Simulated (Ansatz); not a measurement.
## Molecular dynamics, with input and output: CH₇NO₃Zr

CH₇NO₃Zr, SMILES C[NH][Zr]([OH])([OH])[OH], computed with RKS revPBE-d4/def2-SVP (Ansatz 0.2.0).

The geometry comes from this level: PBE0-D4/def2-TZVP. Figures and captions count atoms from 1; the log counts them from 0 in places.

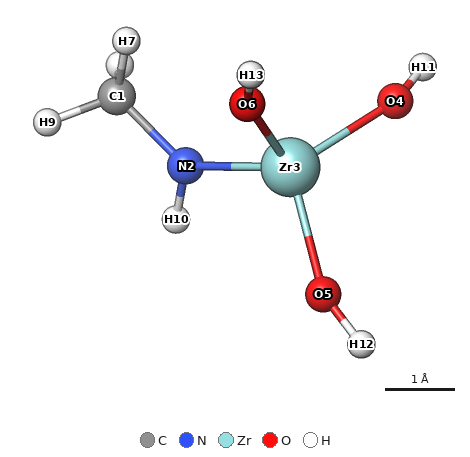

*The input geometry (ball-and-stick view, seen at a tilt; atoms are numbered from 1 in the order of the input). Sticks mark near contacts.*

Results in brief

| quantity | value |
| --- | --- |
| outcome | finished |
| mean temperature over the second half | 385 K |
| trajectory | 30 steps, 30 fs |
| ensemble | nve |
| temperature in the input | 700 K |
| time step | 1 fs |
| potential energy (last step) | −10060.3651 eV |
| mean-field energy (last step) | −10059.6666 eV |
| dispersion energy (last step) | −0.6986 eV |
| SCF solution under orbital rotations (last step) | stable |
| largest force (length of the vector) (last step) | 3.459 eV/Å |
| dipole moment (last step) | 2.82 D |
| hardware | 8 threads of Arm Neoverse V2, 23 GiB of memory available, shared host |
| wall time | 34 s (CPU time 3.9 min) |
| peak memory | 0.55 GiB |

Remarks

So short a trajectory is not equilibrated.

The input
```yaml
crystal:
  periodic: [false, false, false]
  atoms:
    - {symbol: C, position_ang: [1.261080, -1.326382, 1.073480]}
    - {symbol: N, position_ang: [0.946125, -0.612712, -0.145219]}
    - {symbol: Zr, position_ang: [-0.579468, 0.688872, -0.488071]}
    - {symbol: O, position_ang: [-2.200653, -0.270458, -0.976725]}
    - {symbol: O, position_ang: [-0.023250, 1.795052, -1.977718]}
    - {symbol: O, position_ang: [-0.901876, 1.618444, 1.182597]}
    - {symbol: H, position_ang: [0.557637, -1.045911, 1.862709]}
    - {symbol: H, position_ang: [1.194450, -2.415506, 0.954023]}
    - {symbol: H, position_ang: [2.265648, -1.091778, 1.447197]}
    - {symbol: H, position_ang: [1.616787, -0.813473, -0.876421]}
    - {symbol: H, position_ang: [-2.645114, -1.095629, -1.148266]}
    - {symbol: H, position_ang: [-0.137822, 2.389817, -2.712490]}
    - {symbol: H, position_ang: [-1.353534, 2.179661, 1.804905]}
basis:
  gaussian: {orbitals: def2-SVP}
hamiltonian: {xc: {name: revPBE}, dispersion: d4}
md: {timestep: 1 fs, n_steps: 30, ensemble: nve, temperature: 700, initial_velocities: maxwell_boltzmann, seed: 300}
```

Launched with:
```bash
ansatz run in.yaml --threads 8 --pin off --events-out ev --progress --plain --max-ram 18278MiB
```

The program's output
```
Functional definition: revPBE
  name "revPBE"
  cite "Zhang & Yang, Phys. Rev. Lett. 80, 890 (1998) doi:10.1103/PhysRevLett.80.890"
  cite "Perdew, Burke & Ernzerhof, Phys. Rev. Lett. 77, 3865 (1996) doi:10.1103/PhysRevLett.77.3865"
  parameter kappa = 1.245
  parameter beta = 0.06672455060314922
  exchange = pbe_x(kappa = kappa, mu = beta*pi^2/3)
  correlation = pbe_c(beta = beta)
1443 factors; their error is unknown
mean field evaluation 1: about -10034.4591 eV, gradient 1.2e2 eV
mean field evaluation 2: about -9841.7787 eV, gradient 3.0e2 eV
mean field evaluation 4: about -10059.0848 eV, gradient 2.1e1 eV
mean field evaluation 8: about -10060.2665 eV, gradient 2.2e-1 eV
mean field evaluation 16: about -10060.2245 eV, gradient 1.8e-3 eV
mean field -10060.22453609 eV, -369.7064326361 hartree, gradient 5.9e-5 eV, S^2 0.000000; 0 other end points of the search recorded, 0 dependent functions left out
the calculation of the forces begins
reference -10060.22464805 eV, -369.7064367505 hartree; 28, 28 occupied and 108, 108 virtual orbitals, 1443 factors
md step     0: t =     0.00 fs  T =   700.0 K  F+E_penalty+E_count = -10060.95258473 eV  E_kin = 0.995302 eV  conserved = -10059.95728274 eV  (30 SCF iters)
these checks for a lower state are left out or cut short: starts, cluster_reference, orbital_swaps, neighbouring_geometries, increment
1443 factors; their error is unknown
mean field -10060.16539002 eV, -369.7042590583 hartree, gradient 2.0e-5 eV, S^2 0.000000; 0 other end points of the search recorded, 0 dependent functions left out
the calculation of the forces begins
reference -10060.16550232 eV, -369.7042631851 hartree; 28, 28 occupied and 108, 108 virtual orbitals, 1443 factors
md step     1: t =     1.00 fs  T =   661.8 K  F+E_penalty+E_count = -10060.89457136 eV  E_kin = 0.941003 eV  conserved = -10059.95356805 eV  (32 SCF iters, 9 dispersion substeps)
[... from here on the SCF iterations and repeated set-up lines of each step are left out, up to the last step ...]
md step     2: t =     2.00 fs  T =   581.3 K  F+E_penalty+E_count = -10060.77396377 eV  E_kin = 0.826529 eV  conserved = -10059.94743466 eV  (31 SCF iters, 9 dispersion substeps)
md step     3: t =     3.00 fs  T =   516.6 K  F+E_penalty+E_count = -10060.68168132 eV  E_kin = 0.734476 eV  conserved = -10059.94720537 eV  (30 SCF iters, 9 dispersion substeps)
md step     4: t =     4.00 fs  T =   479.2 K  F+E_penalty+E_count = -10060.63057507 eV  E_kin = 0.681374 eV  conserved = -10059.94920088 eV  (31 SCF iters, 9 dispersion substeps)
md step     5: t =     5.00 fs  T =   449.6 K  F+E_penalty+E_count = -10060.59028743 eV  E_kin = 0.639223 eV  conserved = -10059.95106427 eV  (31 SCF iters, 9 dispersion substeps)
md step     6: t =     6.00 fs  T =   412.5 K  F+E_penalty+E_count = -10060.53506827 eV  E_kin = 0.586579 eV  conserved = -10059.94848938 eV  (31 SCF iters, 9 dispersion substeps)
md step     7: t =     7.00 fs  T =   394.4 K  F+E_penalty+E_count = -10060.50430150 eV  E_kin = 0.560719 eV  conserved = -10059.94358211 eV  (32 SCF iters, 9 dispersion substeps)
md step     8: t =     8.00 fs  T =   429.4 K  F+E_penalty+E_count = -10060.55858775 eV  E_kin = 0.610489 eV  conserved = -10059.94809907 eV  (32 SCF iters, 9 dispersion substeps)
md step     9: t =     9.00 fs  T =   480.0 K  F+E_penalty+E_count = -10060.63661057 eV  E_kin = 0.682502 eV  conserved = -10059.95410836 eV  (31 SCF iters, 9 dispersion substeps)
md step    10: t =    10.00 fs  T =   494.2 K  F+E_penalty+E_count = -10060.65466425 eV  E_kin = 0.702645 eV  conserved = -10059.95201928 eV  (31 SCF iters, 9 dispersion substeps)
md step    11: t =    11.00 fs  T =   486.2 K  F+E_penalty+E_count = -10060.63953933 eV  E_kin = 0.691322 eV  conserved = -10059.94821720 eV  (31 SCF iters, 9 dispersion substeps)
md step    12: t =    12.00 fs  T =   490.0 K  F+E_penalty+E_count = -10060.64632877 eV  E_kin = 0.696711 eV  conserved = -10059.94961803 eV  (32 SCF iters, 9 dispersion substeps)
md step    13: t =    13.00 fs  T =   495.3 K  F+E_penalty+E_count = -10060.65760967 eV  E_kin = 0.704286 eV  conserved = -10059.95332411 eV  (31 SCF iters, 9 dispersion substeps)
md step    14: t =    14.00 fs  T =   467.9 K  F+E_penalty+E_count = -10060.61863827 eV  E_kin = 0.665248 eV  conserved = -10059.95339062 eV  (32 SCF iters, 9 dispersion substeps)
md step    15: t =    15.00 fs  T =   411.0 K  F+E_penalty+E_count = -10060.53119733 eV  E_kin = 0.584352 eV  conserved = -10059.94684564 eV  (31 SCF iters, 9 dispersion substeps)
md step    16: t =    16.00 fs  T =   381.3 K  F+E_penalty+E_count = -10060.48600257 eV  E_kin = 0.542218 eV  conserved = -10059.94378476 eV  (31 SCF iters, 9 dispersion substeps)
md step    17: t =    17.00 fs  T =   400.9 K  F+E_penalty+E_count = -10060.52068368 eV  E_kin = 0.569953 eV  conserved = -10059.95073024 eV  (31 SCF iters, 9 dispersion substeps)
md step    18: t =    18.00 fs  T =   411.6 K  F+E_penalty+E_count = -10060.54039351 eV  E_kin = 0.585300 eV  conserved = -10059.95509388 eV  (31 SCF iters, 9 dispersion substeps)
md step    19: t =    19.00 fs  T =   375.9 K  F+E_penalty+E_count = -10060.48478944 eV  E_kin = 0.534494 eV  conserved = -10059.95029589 eV  (33 SCF iters, 9 dispersion substeps)
md step    20: t =    20.00 fs  T =   342.4 K  F+E_penalty+E_count = -10060.42930312 eV  E_kin = 0.486783 eV  conserved = -10059.94252045 eV  (31 SCF iters, 9 dispersion substeps)
md step    21: t =    21.00 fs  T =   378.4 K  F+E_penalty+E_count = -10060.48380170 eV  E_kin = 0.537981 eV  conserved = -10059.94582072 eV  (31 SCF iters, 9 dispersion substeps)
md step    22: t =    22.00 fs  T =   451.8 K  F+E_penalty+E_count = -10060.59912372 eV  E_kin = 0.642433 eV  conserved = -10059.95669078 eV  (32 SCF iters, 9 dispersion substeps)
md step    23: t =    23.00 fs  T =   468.3 K  F+E_penalty+E_count = -10060.62255148 eV  E_kin = 0.665819 eV  conserved = -10059.95673245 eV  (31 SCF iters, 9 dispersion substeps)
md step    24: t =    24.00 fs  T =   421.4 K  F+E_penalty+E_count = -10060.54700324 eV  E_kin = 0.599195 eV  conserved = -10059.94780865 eV  (31 SCF iters, 9 dispersion substeps)
md step    25: t =    25.00 fs  T =   385.0 K  F+E_penalty+E_count = -10060.49294295 eV  E_kin = 0.547396 eV  conserved = -10059.94554692 eV  (32 SCF iters, 9 dispersion substeps)
md step    26: t =    26.00 fs  T =   384.2 K  F+E_penalty+E_count = -10060.49642451 eV  E_kin = 0.546303 eV  conserved = -10059.95012162 eV  (31 SCF iters, 9 dispersion substeps)
md step    27: t =    27.00 fs  T =   381.7 K  F+E_penalty+E_count = -10060.49488294 eV  E_kin = 0.542660 eV  conserved = -10059.95222274 eV  (32 SCF iters, 9 dispersion substeps)
md step    28: t =    28.00 fs  T =   353.3 K  F+E_penalty+E_count = -10060.45316061 eV  E_kin = 0.502310 eV  conserved = -10059.95085044 eV  (32 SCF iters, 9 dispersion substeps)
md step    29: t =    29.00 fs  T =   313.0 K  F+E_penalty+E_count = -10060.39269483 eV  E_kin = 0.445069 eV  conserved = -10059.94762589 eV  (31 SCF iters, 9 dispersion substeps)
these checks for a lower state are left out or cut short: starts, cluster_reference, orbital_swaps, neighbouring_geometries, increment
1443 factors; their error is unknown
mean field -10059.66647556 eV, -369.6859242898 hartree, gradient 2.5e-5 eV, S^2 0.000000; 0 other end points of the search recorded, 0 dependent functions left out
the calculation of the forces begins
reference -10059.66658889 eV, -369.6859284548 hartree; 28, 28 occupied and 108, 108 virtual orbitals, 1443 factors
1443 factors; their error is unknown
mean field evaluation 256: about -10059.6665 eV, gradient 2.9e-5 eV
mean field -10059.66647556 eV, -369.6859242898 hartree, gradient 2.9e-5 eV, S^2 0.000000; 1 other end points of the search recorded, 0 dependent functions left out
the calculation of the forces begins
reference -10059.66658889 eV, -369.6859284548 hartree; 28, 28 occupied and 108, 108 virtual orbitals, 1443 factors
md step    30: t =    30.00 fs  T =   294.9 K  F+E_penalty+E_count = -10060.36502901 eV  E_kin = 0.419282 eV  conserved = -10059.94574693 eV  (32 SCF iters, 9 dispersion substeps)
```

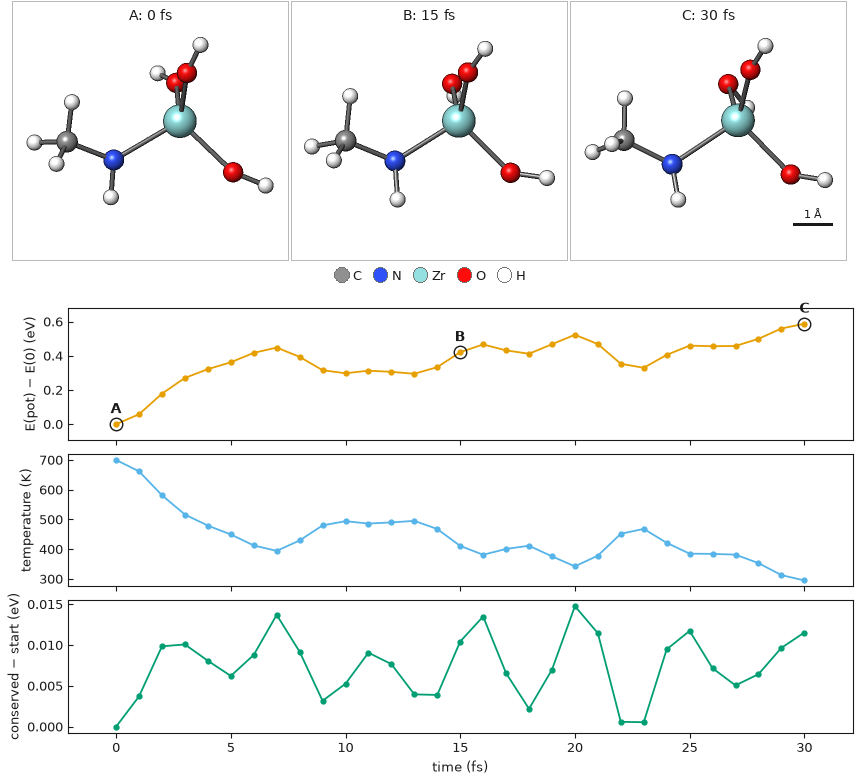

*Frames of the molecular dynamics (ball-and-stick, seen at a tilt) above the curves, on which the letters mark them.*

The trajectory kept here has 31 frames over 30 fs. The temperature starts at 700 K, ranges from 295 to 700 K and averages 385 K over the second half. The potential energy ends 0.588 eV above its first value. The conserved quantity stays within 0.015 eV. After an unweighted best fit of the last frame on the first, the root-mean-square displacement is 0.39 Å, and H11 has moved furthest (0.70 Å).

```
Total energy: -10060.36514234 eV, -369.7115998206 hartree
Atom 0 at     1.134857    -1.466210     0.947195 Å, force     1.314538    -0.640006     0.198942 eV/Å
Atom 1 at     1.061697    -0.580388    -0.194040 Å, force    -3.219429     0.648761     1.086133 eV/Å
Atom 2 at    -0.574751     0.707837    -0.448085 Å, force     0.259121     0.294372     0.349454 eV/Å
Atom 3 at    -2.160674    -0.446466    -0.921253 Å, force     0.609769     0.636263    -1.546794 eV/Å
Atom 4 at    -0.068826     1.686416    -2.122066 Å, force    -0.286198     0.540680     0.732636 eV/Å
Atom 5 at    -0.951352     1.796250     1.209143 Å, force     0.162037    -0.377999    -0.905405 eV/Å
Atom 6 at     0.256738    -1.437519     1.602357 Å, force    -1.018751     0.028048    -0.234327 eV/Å
Atom 7 at     1.253009    -2.565950     0.610438 Å, force     0.201194     0.990437     0.704861 eV/Å
Atom 8 at     1.889864    -1.135536     1.748371 Å, force     0.053062    -0.623890    -0.950620 eV/Å
Atom 9 at     1.888444    -0.303199    -0.644648 Å, force     2.079686     0.117731    -0.733193 eV/Å
Atom 10 at    -2.163670    -0.382443    -1.937722 Å, force    -0.299394    -0.376809     1.522867 eV/Å
Atom 11 at    -0.039745     2.651564    -2.338597 Å, force     0.006416    -0.826130     0.083771 eV/Å
Atom 12 at    -1.241325     2.476658     1.845297 Å, force     0.137950    -0.411458    -0.308323 eV/Å
Dipole moment:     0.185275     0.556120     0.000950 e Å
```

Trajectory as extended XYZ (Å, eV, eV/Å), 8 of the 31 frames kept, from step=0 to step=30
```
13
Properties=species:S:1:pos:R:3:forces:R:3 step=0 time_fs=0.0 energy=-10060.95259 temperature=700.0
C     1.2611   -1.3264    1.0735   -0.0588   0.1510  -0.2930
N     0.9461   -0.6127   -0.1452   -0.2894   0.1413   0.1691
Zr   -0.5795    0.6889   -0.4881    0.0473   0.0844   0.0166
O    -2.2007   -0.2705   -0.9767    0.0479   0.4179   0.0442
O    -0.0232    1.7951   -1.9777    0.1932  -0.2523   0.2490
O    -0.9019    1.6184    1.1826    0.2696  -0.2686  -0.1481
H     0.5576   -1.0459    1.8627   -0.3591   0.1206   0.4318
H     1.1945   -2.4155    0.9540   -0.0110  -0.6154   0.0023
H     2.2656   -1.0918    1.4472    0.5560   0.0844   0.2563
H     1.6168   -0.8135   -0.8764    0.4377  -0.1388  -0.4964
H    -2.6451   -1.0956   -1.1483   -0.3987  -0.6594  -0.1475
H    -0.1378    2.3898   -2.7125   -0.0773   0.4845  -0.5981
H    -1.3535    2.1797    1.8049   -0.3573   0.4504   0.5138
13
Properties=species:S:1:pos:R:3:forces:R:3 step=4 time_fs=4.0 energy=-10060.63057 temperature=479.2
C     1.2253   -1.3227    1.0333    0.4295  -0.8912   2.5590
N     0.9507   -0.6271   -0.1421   -0.5550   1.8878  -1.8087
Zr   -0.5765    0.6951   -0.4793    0.0561  -0.8936  -0.3028
O    -2.1869   -0.2859   -0.9631   -1.1415  -1.5641  -0.7994
O    -0.0337    1.7607   -1.9822    0.1413   1.1721  -1.2096
O    -0.9012    1.6217    1.1592   -0.7274   1.3447   1.6652
H     0.5690   -1.1126    1.9823    0.1607  -0.1231  -1.6932
H     1.1763   -2.4149    0.8214    0.2281  -0.2827   0.6142
H     2.2135   -1.0436    1.4786    0.2794  -0.3994  -0.1810
H     1.7087   -0.6165   -0.8545   -0.2575  -0.3210   0.5463
H    -2.6282   -1.0955   -1.3630    0.7552   1.3753   0.7178
H    -0.1647    2.4731   -2.6478    0.1498  -0.6069   0.5181
H    -1.3462    2.2484    1.7804    0.4812  -0.6979  -0.6259
13
Properties=species:S:1:pos:R:3:forces:R:3 step=9 time_fs=9.0 energy=-10060.63661 temperature=480.0
C     1.1936   -1.3367    1.0202    2.6063  -1.9229  -0.1389
N     0.9483   -0.6166   -0.1627   -0.6125   1.4621  -0.7882
Zr   -0.5727    0.7008   -0.4691   -0.2762  -1.2566  -0.8322
O    -2.1791   -0.3163   -0.9506   -0.1403   0.1131   0.1437
O    -0.0442    1.7293   -1.9999    0.3586   0.0682  -0.2225
O    -0.9055    1.6369    1.1457   -0.3125   0.9065   1.2879
H     0.5593   -1.2010    1.8659   -1.6349   0.4715   0.8208
H     1.1987   -2.4506    0.7841    0.1583   0.3855   0.5675
H     2.1949   -1.0663    1.4767   -0.1743  -0.3681  -0.2518
H     1.7767   -0.4540   -0.7400    0.1958  -0.3194  -0.0561
H    -2.5328   -0.9573   -1.5756   -0.1080  -0.2075  -0.1255
H    -0.1774    2.5145   -2.5225   -0.0273   0.6556  -0.5561
H    -1.3080    2.2965    1.7227   -0.0331   0.0121   0.1513
13
Properties=species:S:1:pos:R:3:forces:R:3 step=13 time_fs=13.0 energy=-10060.65761 temperature=495.3
C     1.1962   -1.3717    1.0174   -1.4150   0.5387   0.3735
N     0.9407   -0.5906   -0.1915    0.9235  -0.4160   0.6002
Zr   -0.5703    0.7031   -0.4624   -0.7187  -0.8353  -1.0275
O    -2.1750   -0.3402   -0.9411   -0.6001  -0.7567  -1.0519
O    -0.0495    1.7097   -2.0198    0.0886   1.4621  -0.9149
O    -0.9114    1.6577    1.1474   -0.4981   1.2555   1.4738
H     0.3657   -1.2150    1.7997    0.9080  -0.0748  -0.6326
H     1.2430   -2.4413    0.8456   -0.1931  -1.1044  -0.3341
H     2.1673   -1.1408    1.4423    0.6631   0.4760   0.6977
H     1.8414   -0.3732   -0.6263    0.0455  -0.0702  -0.4156
H    -2.4687   -0.8711   -1.7357    0.4165   0.7015   1.1407
H    -0.1802    2.5816   -2.4629    0.1934  -0.7737   0.2654
H    -1.2948    2.3506    1.7173    0.1864  -0.4027  -0.1748
13
Properties=species:S:1:pos:R:3:forces:R:3 step=17 time_fs=17.0 energy=-10060.52068 temperature=400.9
C     1.1880   -1.4044    1.0171   -0.4652  -0.0832  -0.3669
N     0.9430   -0.5683   -0.2137    3.0914  -1.2495   0.9662
Zr   -0.5690    0.7040   -0.4574   -1.0904  -0.0996  -0.9107
O    -2.1750   -0.3688   -0.9368    0.3034   0.5360   1.1245
O    -0.0536    1.7006   -2.0465    0.1345  -0.2375   0.1583
O    -0.9209    1.6879    1.1610    0.0646   0.1024   0.2335
H     0.2706   -1.2336    1.6765    1.1315  -0.2483   0.0593
H     1.2610   -2.5392    0.8705   -0.2953   0.8216  -0.3648
H     2.1954   -1.1608    1.4887   -1.0117   0.2110   0.1126
H     1.9084   -0.3091   -0.5797   -1.3288  -0.3322  -0.0272
H    -2.3639   -0.7174   -1.8002   -0.2975  -0.5114  -1.0112
H    -0.1613    2.5847   -2.3913   -0.0080   0.7119  -0.4370
H    -1.2717    2.3816    1.7152   -0.2285   0.3787   0.4634
13
Properties=species:S:1:pos:R:3:forces:R:3 step=21 time_fs=21.0 energy=-10060.48380 temperature=378.4
C     1.1754   -1.4369    1.0101    1.0364   0.4087  -2.0806
N     0.9725   -0.5601   -0.2240   -0.3911  -1.9378   2.1845
Zr   -0.5695    0.7047   -0.4539   -0.9157   0.2540  -0.5506
O    -2.1734   -0.3943   -0.9282   -0.0040  -0.1920  -1.6403
O    -0.0567    1.6932   -2.0734   -0.1197   0.9555  -0.0011
O    -0.9306    1.7209    1.1784   -0.3162   0.8134   0.5321
H     0.2984   -1.2802    1.5829   -1.2491   0.0997   1.5430
H     1.2388   -2.5481    0.8384    0.0098   0.3994  -0.3975
H     2.1037   -1.1455    1.5615   -0.3862   0.0495   0.0722
H     1.8539   -0.2758   -0.5617    1.7793   0.4019  -0.9983
H    -2.2859   -0.6088   -1.9158    0.1076   0.2647   1.7585
H    -0.1361    2.6341   -2.3600    0.1197  -0.7357   0.0893
H    -1.2707    2.4410    1.7600    0.3293  -0.7812  -0.5112
13
Properties=species:S:1:pos:R:3:forces:R:3 step=26 time_fs=26.0 energy=-10060.49642 temperature=384.2
C     1.1631   -1.4641    0.9739   -1.6669   1.5668   0.5294
N     1.0174   -0.5724   -0.2108    1.1627   0.4608   0.1587
Zr   -0.5721    0.7061   -0.4507   -0.2424   0.2938   0.0974
O    -2.1696   -0.4262   -0.9272    0.5918   0.5074   1.0966
O    -0.0621    1.6913   -2.1048   -0.2230  -0.8698   0.9027
O    -0.9435    1.7655    1.2004    0.1608  -0.3035  -0.7389
H     0.2185   -1.3452    1.6661    0.9764  -0.2994  -1.1417
H     1.2195   -2.5298    0.7136    0.3248  -0.3820   0.0010
H     1.9433   -1.1136    1.6812    0.4617  -0.3392  -0.2025
H     1.9379   -0.2272   -0.6519   -1.2960  -0.9136   0.8153
H    -2.1903   -0.4552   -1.8836   -0.3231  -0.3003  -1.1053
H    -0.0865    2.6205   -2.3293    0.0255   0.7722  -0.3348
H    -1.2505    2.4617    1.8009    0.0476  -0.1932  -0.0778
13
Properties=species:S:1:pos:R:3:forces:R:3 step=30 time_fs=30.0 energy=-10060.36503 temperature=294.9
C     1.1349   -1.4662    0.9472    1.3145  -0.6400   0.1989
N     1.0617   -0.5804   -0.1940   -3.2194   0.6488   1.0861
Zr   -0.5748    0.7078   -0.4481    0.2591   0.2944   0.3495
O    -2.1607   -0.4465   -0.9213    0.6098   0.6363  -1.5468
O    -0.0688    1.6864   -2.1221   -0.2862   0.5407   0.7326
O    -0.9514    1.7962    1.2091    0.1620  -0.3780  -0.9054
H     0.2567   -1.4375    1.6024   -1.0188   0.0280  -0.2343
H     1.2530   -2.5659    0.6104    0.2012   0.9904   0.7049
H     1.8899   -1.1355    1.7484    0.0531  -0.6239  -0.9506
H     1.8884   -0.3032   -0.6446    2.0797   0.1177  -0.7332
H    -2.1637   -0.3824   -1.9377   -0.2994  -0.3768   1.5229
H    -0.0397    2.6516   -2.3386    0.0064  -0.8261   0.0838
H    -1.2413    2.4767    1.8453    0.1379  -0.4115  -0.3083
```
